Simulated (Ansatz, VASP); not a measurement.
# Cross-check of ZnO (zincite) between VASP and Ansatz

One calculation is typed for both programs; each brings its own data sets and cutoff. How far apart do they land?

Calculated with Ansatz 0.2.0; plane waves, with VASP 6.6.1 beside it; band structure at r2SCAN-EpsX and band structure at B3LYP.

**1. Starting point**

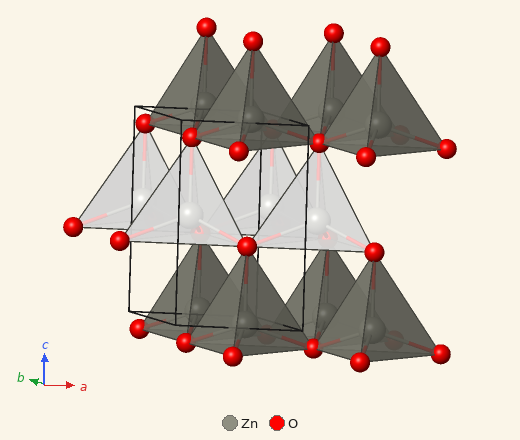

The cell as given, slightly off an axis (zinc grey, oxygen red). 2×2×1 cells are drawn. Some periodic images of atoms are drawn too.

Coordinates:

```xyz
4
Lattice="3.2493 0.0000 0.0000 -1.6247 2.8140 0.0000 0.0000 0.0000 5.2057" Properties=species:S:1:pos:R:3 pbc="T T T"
Zn    0.0000    1.8760    2.6029
Zn    1.6247    0.9380    0.0000
O     1.6247    0.9380    1.9730
O     0.0000    1.8760    4.5759
```

**2. VASP: band structure, r2SCAN-EpsX**

The same path points are solved in both programs, so levels can be compared one by one.

Lines of VASP's logs that name or quote its potential files are left out, and so is its time.

Input file INCAR:

```
SYSTEM = ZnO
PREC = Accurate
ENCUT = 520
EDIFF = 1E-06
NELM = 100
ISMEAR = 0
SIGMA = 0.02
LREAL = .FALSE.
ALGO = Normal
LHFCALC = .TRUE.
AEXX = 0.171
METAGGA = R2SCAN
LASPH = .TRUE.
NBANDS = 24
PRECFOCK = Fast
HFRCUT = -1
LORBIT = 11
LWAVE = .FALSE.
LCHARG = .FALSE.
KPAR = 8
```

Input file POSCAR:

```
ZnO
1.0
    3.2493080000      0.0000000000      0.0000000000
   -1.6246540000      2.8139832727      0.0000000000
    0.0000000000      0.0000000000      5.2057090000
Zn O
2 2
Direct
    0.3333333333      0.6666666667      0.5000000000
    0.6666666667      0.3333333333      0.0000000000
    0.6666666667      0.3333333333      0.3790100000
    0.3333333333      0.6666666667      0.8790100000
```

Input file KPOINTS:

```
Automatic mesh
0
Gamma
5 5 3
0 0 0
```

Input file KPOINTS_OPT:

```
Line mode
6
Line-mode
Reciprocal
  0.00000000   0.00000000   0.00000000 GAMMA
  0.50000000   0.00000000   0.00000000 M

  0.50000000   0.00000000   0.00000000 M
  0.33333333   0.33333333   0.00000000 K

  0.33333333   0.33333333   0.00000000 K
  0.00000000   0.00000000   0.00000000 GAMMA

  0.00000000   0.00000000   0.00000000 GAMMA
  0.00000000   0.00000000   0.50000000 A

  0.00000000   0.00000000   0.50000000 A
  0.50000000   0.00000000   0.50000000 L

  0.50000000   0.00000000   0.50000000 L
  0.33333333   0.33333333   0.50000000 H

  0.33333333   0.33333333   0.50000000 H
  0.00000000   0.00000000   0.50000000 A

  0.50000000   0.00000000   0.50000000 L
  0.50000000   0.00000000   0.00000000 M

  0.33333333   0.33333333   0.00000000 K
  0.33333333   0.33333333   0.50000000 H
```

Potentials, in the order of the species: Zn and O (PBE family, release 64).

On the command line:

```sh
$ mpirun -np 8 vasp_std
```

Numbers of over 12 decimals in the logs are rounded to 6 here.

Log:

```text
[banner, memory and clock lines left out]
running    8 mpi-ranks, on    1 nodes
 distrk:  each k-point on    1 cores,    8 groups
 distr:  one band on    1 cores,    1 groups

 POSCAR found type information on POSCAR ZnO
 POSCAR found :  2 types and       4 ions
|                                                                             |
|           W    W    AA    RRRRR   N    N  II  N    N   GGGG   !!!           |
|           W    W   A  A   R    R  NN   N  II  NN   N  G    G  !!!           |
|           W    W  A    A  R    R  N N  N  II  N N  N  G       !!!           |
|           W WW W  AAAAAA  RRRRR   N  N N  II  N  N N  G  GGG   !            |
|           WW  WW  A    A  R   R   N   NN  II  N   NN  G    G                |
|           W    W  A    A  R    R  N    N  II  N    N   GGGG   !!!           |
|                                                                             |
|     For optimal performance we recommend to set                             |
|       NCORE = 2 up to number-of-cores-per-socket                            |
|     NCORE specifies how many cores store one orbital (NPAR=cpu/NCORE).      |
|     This setting can greatly improve the performance of VASP for DFT.       |
|     The default, NCORE=1 might be grossly inefficient on modern             |
|     multi-core architectures or massively parallel machines. Do your        |
|     Unfortunately you need to use the default for GW and RPA                |
|     calculations (for HF NCORE is supported but not extensively tested      |
|     yet).                                                                   |
|                                                                             |

|                                                                             |
|               ----> ADVICE to this user running VASP <----                  |
|                                                                             |
|     You enforced a specific xc type in the INCAR file but a different       |
|     [... a line on the potential file left out ...]
|     I HOPE YOU KNOW WHAT YOU ARE DOING!                                     |
|                                                                             |

 LDA part: xc-table for (None), standard interpolation
 found WAVECAR, reading the header
 POSCAR, INCAR and KPOINTS ok, starting setup
 FFT: planning ... GRIDC
 FFT: planning ... GRID_SOFT
 FFT: planning ... GRID
 HFRCUT set to (new)   9.481018
 reading WAVECAR
 the WAVECAR file was read successfully
 initial charge from wavefunction
 entering main loop
       N       E                     dE             d eps       ncg     rms          rms(c)
DAV:   1    -0.375592574447E+02   -0.37559E+02   -0.18790E+00   584   0.358E+01    0.304E+00
DAV:   2    -0.375195582763E+02    0.39699E-01   -0.67561E-01   576   0.152E+01    0.973E-01
DAV:   3    -0.375247183858E+02   -0.51601E-02   -0.52336E-02   664   0.367E+00    0.492E-01
DAV:   4    -0.375254178233E+02   -0.69944E-03   -0.42533E-03   560   0.510E-01    0.285E-01
DAV:   5    -0.375253424122E+02    0.75411E-04   -0.16759E-04   712   0.186E-01    0.169E-01
DAV:   6    -0.375253386737E+02    0.37385E-05   -0.64275E-05   680   0.108E-01    0.102E-01
DAV:   7    -0.375253530176E+02   -0.14344E-04   -0.23161E-05   536   0.490E-02    0.613E-02
DAV:   8    -0.375253655885E+02   -0.12571E-04   -0.65452E-06   528   0.269E-02    0.361E-02
DAV:   9    -0.375253746312E+02   -0.90426E-05   -0.17527E-06   336   0.158E-02    0.218E-02
DAV:  10    -0.375253798581E+02   -0.52269E-05   -0.13601E-06   312   0.133E-02    0.128E-02
DAV:  11    -0.375253834918E+02   -0.36338E-05   -0.30509E-07   264   0.926E-03    0.793E-03
DAV:  12    -0.375253853145E+02   -0.18226E-05   -0.39400E-07   264   0.814E-03    0.461E-03
DAV:  13    -0.375253867336E+02   -0.14191E-05   -0.10321E-07   264   0.512E-03    0.290E-03
DAV:  14    -0.375253873575E+02   -0.62393E-06   -0.79171E-08   264   0.409E-03
   1 F= -.37525387E+02 E0= -.37525387E+02  d E =-.104831E-32
 Start KPOINTS_OPT (optional k-point list driver)
k-point batch [1-10\54]
       N       E                     dE             ncg
DAV:   1     0.108836594074E+04   -0.84715E+04      488
DAV:   2    -0.194297978291E+04   -0.30313E+04      520
DAV:   3    -0.224128325334E+04   -0.29830E+03      536
DAV:   4    -0.224812744058E+04   -0.68442E+01      576
DAV:   5    -0.224818431695E+04   -0.56876E-01      632
DAV:   6    -0.224818475870E+04   -0.44175E-03      600
DAV:   7    -0.224818476348E+04   -0.47759E-05      576
DAV:   8    -0.224818476355E+04   -0.67296E-07      416
[...]
k-point batch [51-54\54]
       N       E                     dE             ncg
DAV:   1     0.873915372602E+04   -0.55951E+04      192
DAV:   2     0.754072545311E+04   -0.11984E+04      208
DAV:   3     0.741986559274E+04   -0.12086E+03      224
DAV:   4     0.741723210580E+04   -0.26335E+01      200
DAV:   5     0.741721270730E+04   -0.19398E-01      224
DAV:   6     0.741721257427E+04   -0.13304E-03      216
DAV:   7     0.741721257304E+04   -0.12293E-05      176
DAV:   8     0.741721257301E+04   -0.23168E-07      128
```

Parts of OUTCAR (step 2):

```text
ion  position               nearest neighbor table
   1  0.333  0.667  0.500-   4 1.97   3 1.98   3 1.98   3 1.98
   2  0.667  0.333  0.000-   3 1.97   4 1.98   4 1.98   4 1.98
   3  0.667  0.333  0.379-   2 1.97   1 1.98   1 1.98   1 1.98
   4  0.333  0.667  0.879-   1 1.97   2 1.98   2 1.98   2 1.98

  LATTYP: Found a hexagonal cell.
 ALAT       =     3.2493080000
 C/A-ratio  =     1.6020977390

 Subroutine GETGRP returns: Found 12 space group operations
 (whereof  6 operations were pure point group operations)

The static configuration has the point symmetry C_3v.
 The point group associated with its full space group is C_6v.

 Found     10 irreducible k-points:

   k-points           NKPTS =     10   k-points in BZ     NKDIM =     75   number of bands    NBANDS=     24

   dimension x,y,z NGX =    24 NGY =   24 NGZ =   40
   dimension x,y,z NGXF=    48 NGYF=   48 NGZF=   80

   ENCUT  =  520.0 eV  38.22 Ry    6.18 a.u.   6.04  6.04  9.68*2*pi/ulx,y,z

   NELECT =      36.0000    total number of electrons

 k-points in reciprocal lattice and weights: Automatic mesh
   0.00000000  0.00000000  0.00000000       0.013
   0.20000000 -0.00000000  0.00000000       0.080
   0.40000000 -0.00000000  0.00000000       0.080
   0.20000000  0.20000000  0.00000000       0.080
   0.40000000  0.20000000  0.00000000       0.080
   0.00000000  0.00000000  0.33333333       0.027
   0.20000000 -0.00000000  0.33333333       0.160
   0.40000000 -0.00000000  0.33333333       0.160
   0.20000000  0.20000000  0.33333333       0.160
   0.40000000  0.20000000  0.33333333       0.160

  exchange ACFDT corr.  =         0.00000000  see jH, gK, PRB 81, 115126

 average (electrostatic) potential at core
       1 -34.8072       2 -34.8072       3 -71.4871       4 -71.4871

 E-fermi :  -0.0621

 k-point     1 :       0.0000    0.0000    0.0000
  band No.  band energies     occupation
    ...
     14      -1.0962      2.00000
     15      -1.0962      2.00000
     16      -0.2902      2.00000
     17      -0.2268      2.00000
     18      -0.2268      2.00000
     19       2.5538      0.00000
     20       7.3489      0.00000
     21      10.4436      0.00000
     22      15.2290      0.00000
     23      15.2292      0.00000
    ...

 k-point     2 :       0.2000   -0.0000    0.0000
  band No.  band energies     occupation
    ...
     14      -2.3935      2.00000
     15      -1.6108      2.00000
     16      -1.6104      2.00000
     17      -0.5902      2.00000
     18      -0.5083      2.00000
     19       4.4270      0.00000
     20       8.7948      0.00000
     21      10.2969      0.00000
     22      12.4866      0.00000
     23      14.5837      0.00000
    ...

 k-point     3 :       0.4000   -0.0000    0.0000
  band No.  band energies     occupation
    ...
     14      -3.9371      2.00000
     15      -3.0766      2.00000
     16      -2.4748      2.00000
     17      -1.3785      2.00000
     18      -1.0095      2.00000
     19       7.0614      0.00000
     20       9.4755      0.00000
     21       9.6197      0.00000
     22      10.9538      0.00000
     23      13.2371      0.00000
    ...

  energy-cutoff  :      520.00
  volume of cell :       47.60
      direct lattice vectors                 reciprocal lattice vectors
     3.249308000  0.000000000  0.000000000     0.307757836  0.177684070  0.000000000
    -1.624654000  2.813983273  0.000000000     0.000000000  0.355368139  0.000000000
     0.000000000  0.000000000  5.205709000     0.000000000  0.000000000  0.192096792

 POSITION                                       TOTAL-FORCE (eV/Angst)
 -----------------------------------------------------------------------------------
     -0.00000      1.87599      2.60285        -0.000000      0.000000     -0.088341
      1.62465      0.93799      0.00000         0.000000     -0.000000     -0.088341
      1.62465      0.93799      1.97302        -0.000000      0.000000      0.088341
     -0.00000      1.87599      4.57587        -0.000000      0.000000      0.088341
 -----------------------------------------------------------------------------------
    total drift:                                0.000000      0.000000     -0.063099

  FREE ENERGIE OF THE ION-ELECTRON SYSTEM (eV)
  ---------------------------------------------------
  free  energy   TOTEN  =       -37.5253873575 eV

  energy  without entropy=      -37.5253873575  energy(sigma->0) =      -37.52538736

 total charge
# of ion       s       p       d       tot
------------------------------------------
    1        0.419   0.478   9.940  10.837
    2        0.419   0.478   9.940  10.837
    3        1.552   3.506   0.000   5.058
    4        1.552   3.506   0.000   5.058
--------------------------------------------------
tot          3.941   7.968  19.880  31.790

[... 3 further parts left out ...]
```

[end of part 1 of 3]

[Lines on the potential files, build, host, timing and source positions are cut from VASP's logs without a mark.]

[Logs are printed without paths, hosts, clocks, repeated set-up lines and the standing remarks that a program may print on its own settings, such as how far it seeks lower states.]

[Hosts, paths, dates, database ids (printed as entryN), source tags and the programs' standing remarks are cut or masked in the printed files.]
